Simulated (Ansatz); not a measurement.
## Geometry relaxation, with input and output: BN2H6Cl (part 1 of 2)

System: BN2H6Cl.
Method: RKS PBE-D4/6-31G* (Ansatz 0.2.0).

The input holds or restrains some coordinates. Forces given for the steps count only the free coordinates. It belongs to a series of runs on one base structure; here: pulled along the bonds that form and break, towards end B. Figures and captions count atoms from 1; the log counts them from 0 in places.

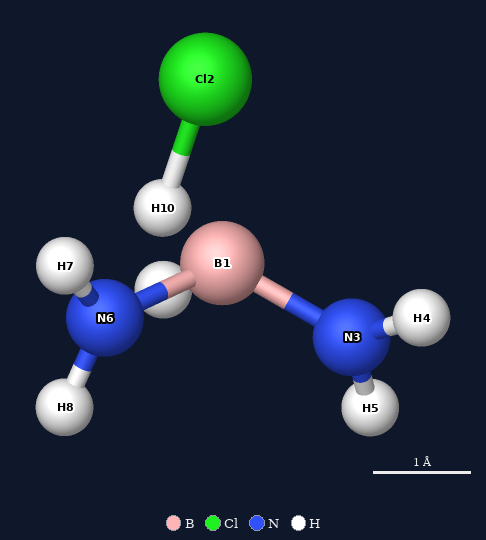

Figure 1. The starting structure (ball-and-stick view, seen at a tilt; atoms are numbered from 1 in the order of the input). Bond lengths as drawn: B–N 1.55 Å, Cl–H 1.52 Å and H–N 1.06 Å.

Results in brief

| quantity | value |
| --- | --- |
| outcome | converged under the restraints of the input |
| total energy | −16268.0251 eV |
| mean-field energy | −16267.8669 eV |
| largest force (length of the vector) at the end, held atoms and coordinates included | 0.734 eV/Å |
| hardware | 1 thread of Arm Neoverse V1, 24 GiB of memory available, shared host |
| wall time | 29 s |
| peak memory | 0.12 GiB |

The input
```yaml
crystal:
  periodic: [false, false, false]
  atoms:
    - { symbol: B, position_ang: [0.0, 0.0, 0.0] }
    - { symbol: Cl, position_ang: [0.0, 0.0, 2.21] }
    - { symbol: "N", position_ang: [1.3423, 0.0, -0.775] }
    - { symbol: H, position_ang: [1.8089, -0.9179, -1.0268] }
    - { symbol: H, position_ang: [1.7937, 0.9179, -1.0532] }
    - { symbol: "N", position_ang: [-1.3423, 0.0, -0.775] }
    - { symbol: H, position_ang: [-2.0112, -0.8164, -0.6764] }
    - { symbol: H, position_ang: [-1.5914, 0.8164, -1.4036] }
    - { symbol: H, position_ang: [-0.1864, 1.4017, 0.4698] }
    - { symbol: H, position_ang: [-0.166, 1.2482, 1.3665] }
basis:
  gaussian: { orbitals: "6-31G*" }
hamiltonian:
  xc: pbe
  dispersion: d4
relax:
  f_tol: 0.15
  max_steps: 25
  restrain:
    - { distance: [0, 8], at: 1.19, k: 30.0 }
    - { distance: [9, 1], at: 1.37, k: 30.0 }
    - { distance: [0, 1], at: 3.06, k: 30.0 }
    - { distance: [9, 8], at: 1.86, k: 30.0 }
output:
  orbitals: {}
```

Launched with:
```bash
ansatz run input.yaml --threads 1 --pin off --max-ram 2048MiB --backend cpu --events-out ev --progress --plain --runs-dir out
```

Log
```
The last accepted step is kept in [file] (removed where the run ends without a failure and the disk answers)
Engine: ansatz 0.2.0, aarch64-unknown-linux-gnu
Functional definition: PBE
  parameter kappa = 0.804
  parameter beta = 0.06672455060314922
  exchange = pbe_x(kappa = kappa, mu = beta*pi^2/3)
  correlation = pbe_c(beta = beta)
1004 factors; their error is unknown
mean field evaluation 1: about -16252.4150 eV, gradient 7.7e1 eV
mean field evaluation 2: about -16169.5752 eV, gradient 1.7e2 eV
mean field evaluation 4: about -16263.8658 eV, gradient 1.2e1 eV
mean field evaluation 8: about -16264.1835 eV, gradient 1.3e-1 eV
mean field evaluation 16: about -16264.1342 eV, gradient 6.2e-4 eV
mean field -16264.13418224 eV, -597.6959069711 hartree, gradient 6.4e-5 eV, S^2 0.000000; 0 other end points of the search recorded, 0 dependent functions left out
the calculation of the forces begins
reference -16264.13420961 eV, -597.6959079770 hartree; 21, 21 occupied and 55, 55 virtual orbitals, 1004 factors
relax step   1: F+E_penalty+E_count = -16264.30415969 eV  Δ(F+E_penalty+E_count) = +0.000e0 eV  max|allowed force component| = 3.395e0 eV/Å  E_restraint = 26.04415817 eV  max|allowed force component, restraints' pulls added| = 3.221e1 eV/Å  Δτ_max = 0.0000 Å  (28 SCF iters, accepted)
  distance B 0 - H 8 = 1.4900 Å
  distance H 9 - Cl 1 = 1.5156 Å
  distance B 0 - Cl 1 = 2.2100 Å
  distance H 9 - H 8 = 0.9100 Å
these checks for a lower state are left out or cut short: starts, cluster_reference, orbital_swaps, neighbouring_geometries, increment
1004 factors; their error is unknown
mean field -16264.97584566 eV, -597.7268375313 hartree, gradient 1.5e-5 eV, S^2 0.000000; 0 other end points of the search recorded, 0 dependent functions left out
[... from here on the field's lines of each further geometry are left out, up to the last ...]
relax step   2: F+E_penalty+E_count = -16265.13919701 eV  Δ(F+E_penalty+E_count) = -8.350e-1 eV  max|allowed force component| = 3.601e0 eV/Å  E_restraint = 10.21904318 eV  max|allowed force component, restraints' pulls added| = 1.919e1 eV/Å  Δτ_max = 0.1963 Å  (34 SCF iters, accepted)
relax step   3: F+E_penalty+E_count = -16265.99826571 eV  Δ(F+E_penalty+E_count) = -8.591e-1 eV  max|allowed force component| = 2.421e0 eV/Å  E_restraint = 1.83310918 eV  max|allowed force component, restraints' pulls added| = 8.307e0 eV/Å  Δτ_max = 0.1949 Å  (34 SCF iters, accepted)
relax step   4: F+E_penalty+E_count = -16266.76512738 eV  Δ(F+E_penalty+E_count) = -7.669e-1 eV  max|allowed force component| = 1.021e0 eV/Å  E_restraint = 0.02265610 eV  max|allowed force component, restraints' pulls added| = 8.052e-1 eV/Å  Δτ_max = 0.1944 Å  (34 SCF iters, accepted)
relax step   5: F+E_penalty+E_count = -16267.26666512 eV  Δ(F+E_penalty+E_count) = -5.015e-1 eV  max|allowed force component| = 9.105e-1 eV/Å  E_restraint = 0.03214660 eV  max|allowed force component, restraints' pulls added| = 9.105e-1 eV/Å  Δτ_max = 0.1947 Å  (27 SCF iters, accepted)
relax step   6: F+E_penalty+E_count = -16267.56142622 eV  Δ(F+E_penalty+E_count) = -2.948e-1 eV  max|allowed force component| = 2.440e0 eV/Å  E_restraint = 0.02349114 eV  max|allowed force component, restraints' pulls added| = 2.440e0 eV/Å  Δτ_max = 0.1922 Å  (27 SCF iters, accepted)
relax step   7: F+E_penalty+E_count = -16267.75259952 eV  Δ(F+E_penalty+E_count) = -1.912e-1 eV  max|allowed force component| = 1.776e0 eV/Å  E_restraint = 0.03045039 eV  max|allowed force component, restraints' pulls added| = 1.776e0 eV/Å  Δτ_max = 0.2000 Å  (26 SCF iters, accepted)
relax step   8: F+E_penalty+E_count = -16267.89245055 eV  Δ(F+E_penalty+E_count) = -1.399e-1 eV  max|allowed force component| = 1.035e0 eV/Å  E_restraint = 0.02136437 eV  max|allowed force component, restraints' pulls added| = 1.035e0 eV/Å  Δτ_max = 0.1947 Å  (26 SCF iters, accepted)
relax step   9: F+E_penalty+E_count = -16267.99558947 eV  Δ(F+E_penalty+E_count) = -1.031e-1 eV  max|allowed force component| = 9.259e-1 eV/Å  E_restraint = 0.02341062 eV  max|allowed force component, restraints' pulls added| = 5.646e-1 eV/Å  Δτ_max = 0.2000 Å  (26 SCF iters, accepted)
relax step  10: F+E_penalty+E_count = -16267.99969345 eV  Δ(F+E_penalty+E_count) = -4.104e-3 eV  max|allowed force component| = 5.071e-1 eV/Å  E_restraint = 0.02492412 eV  max|allowed force component, restraints' pulls added| = 6.423e-1 eV/Å  Δτ_max = 0.1738 Å  (26 SCF iters, accepted)
the calculation of the forces begins
reference -16267.86694149 eV, -597.8330833435 hartree; 21, 21 occupied and 55, 55 virtual orbitals, 1004 factors
relax step  11: F+E_penalty+E_count = -16268.02511834 eV  Δ(F+E_penalty+E_count) = -2.542e-2 eV  max|allowed force component| = 6.987e-1 eV/Å  E_restraint = 0.02326705 eV  max|allowed force component, restraints' pulls added| = 6.419e-2 eV/Å  Δτ_max = 0.0936 Å  (29 SCF iters, accepted)
  distance B 0 - H 8 = 1.2037 Å
  distance H 9 - Cl 1 = 1.3398 Å
  distance B 0 - Cl 1 = 3.0805 Å
  distance H 9 - H 8 = 1.8544 Å
1004 factors; their error is unknown
mean field evaluation 96: about -16197.8146 eV, gradient 1.4e2 eV
```

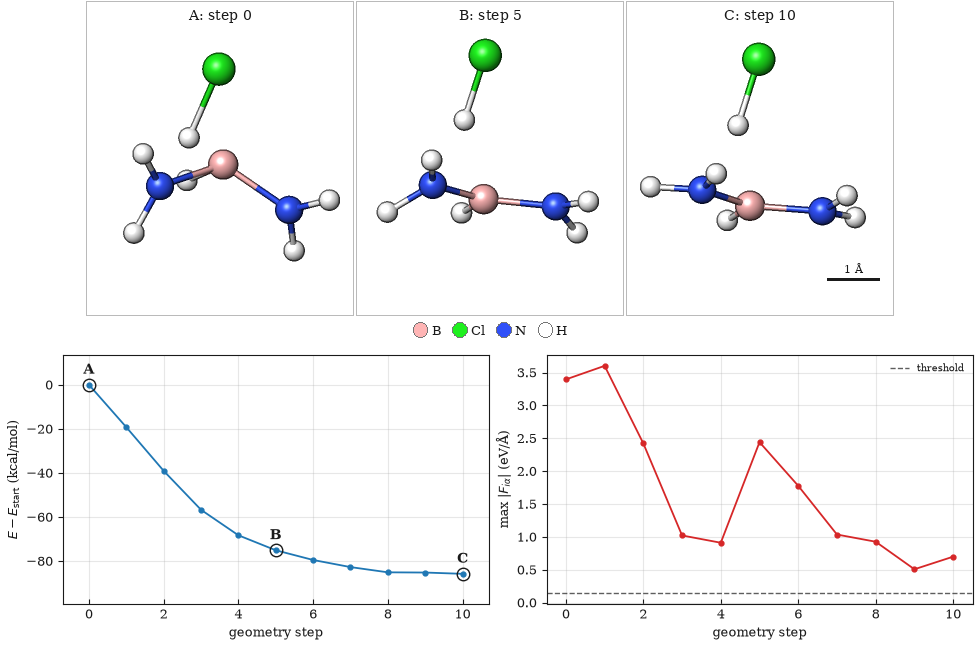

Figure 2. Frames of the restrained relaxation (ball-and-stick view, seen at a tilt) above the curves, on which the letters mark them (the first geometry is step 0 here and step 1 in the log).

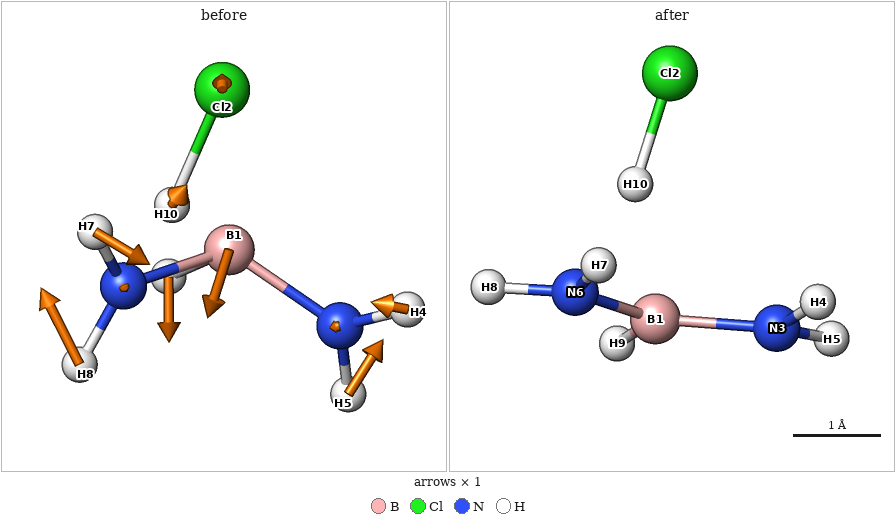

Figure 3. Before (left) and after (right) the restrained relaxation, at one scale (ball-and-stick view, seen at a tilt). The orange arrows give the displacements, at true length. H8 moves most after the best rigid fit: 1.00 Å. Largest moves by element: H 1.00 Å, B 0.86 Å, Cl 0.27 Å, N 0.13 Å. Among the contacts that change: B1–H9 1.490 → 1.204 Å, Cl2–H10 1.516 → 1.340 Å, B1–N3 1.550 → 1.418 Å, N6–H8 1.060 → 1.015 Å. Among the angles that change: N6–B1–H9 92.8° → 117.7°, N3–B1–H9 105.4° → 117.7°, H4–N3–H5 120.0° → 113.0°. The energy falls by 85.8 kcal/mol in 10 geometry steps. Largest force component: 3.4 eV/Å at the start, 0.7 eV/Å at the end. (Atoms are counted from 1 in the order of the input.)

```
mean field -16267.86691355 eV, -597.8330823166 hartree, gradient 1.2e-5 eV, S^2 0.000000; 1 other end points of the search recorded, 0 dependent functions left out
the calculation of the forces begins
reference -16267.86694149 eV, -597.8330833435 hartree; 21, 21 occupied and 55, 55 virtual orbitals, 1004 factors
Total energy: -16268.02514629 eV, -597.8388972625 hartree
Atom 0 at    -0.028240     0.651645    -0.558102 Å, force    -0.012308    -0.224475    -0.698676 eV/Å
Atom 1 at     0.010813     0.126924     2.477115 Å, force    -0.085031     0.410092    -0.121071 eV/Å
Atom 2 at     1.227335     0.031227    -0.779308 Å, force     0.014250    -0.005740     0.031557 eV/Å
Atom 3 at     1.334229    -0.961203    -0.977533 Å, force     0.013813     0.000048    -0.008316 eV/Å
Atom 4 at     2.092855     0.471139    -0.481636 Å, force    -0.008194    -0.015061    -0.004724 eV/Å
Atom 5 at    -1.280217     0.038353    -0.819019 Å, force     0.036325    -0.003760     0.037667 eV/Å
Atom 6 at    -1.390125    -0.946293    -1.049834 Å, force    -0.023861     0.001345    -0.021735 eV/Å
Atom 7 at    -2.161101     0.515268    -0.658273 Å, force    -0.006395    -0.005137     0.017113 eV/Å
Atom 8 at    -0.030501     1.806923    -0.220274 Å, force    -0.017822     0.292147     0.215845 eV/Å
Atom 9 at    -0.127448     0.915916     1.403164 Å, force     0.089222    -0.449459     0.552339 eV/Å
Dipole moment:    -0.040318    -0.167212    -0.403350 e Å
```

Trajectory as extended XYZ (Å, eV, eV/Å), 11 frames, from step=1 to step=11
```
10
Properties=species:S:1:pos:R:3:forces:R:3 step=1 energy=-16264.30416
B     0.0000    0.0000    0.0000   -0.2184   2.9901  -3.3950
Cl    0.0000    0.0000    2.2100    0.0312  -2.4964   1.2570
N     1.3423    0.0000   -0.7750   -1.3045  -0.3366   1.3751
H     1.8089   -0.9179   -1.0268   -0.5242   1.7144   0.2501
H     1.7937    0.9179   -1.0532   -0.3915  -1.7427   0.6934
N    -1.3423    0.0000   -0.7750    0.7339  -1.6423   1.5729
H    -2.0112   -0.8164   -0.6764    0.6877   1.6402  -0.3617
H    -1.5914    0.8164   -1.4036    0.3971  -1.5776   1.0669
H    -0.1864    1.4017    0.4698    0.3892   0.9725  -1.2864
H    -0.1660    1.2482    1.3665    0.1995   0.4782  -1.1724
```
